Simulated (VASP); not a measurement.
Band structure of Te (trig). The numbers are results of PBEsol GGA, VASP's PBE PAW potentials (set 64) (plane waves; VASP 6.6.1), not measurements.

Unless said otherwise, spin-orbit coupling is left out, though it shifts the bands of the heavy elements here.

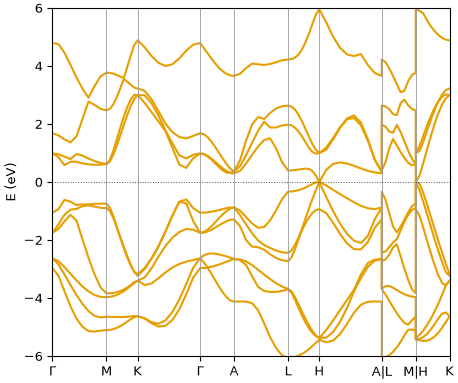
Bands along high-symmetry lines, zero at the valence-band maximum or, without a gap, the Fermi level

Q: Read the plot: is there a gap, and where are the band edges?

A: It has no gap at this level: it comes out as a metal or semimetal. (Edges off the drawn lines would not show.)

The compound is Te in the trig structure. It was relaxed first, which changed the volume by -5 %.
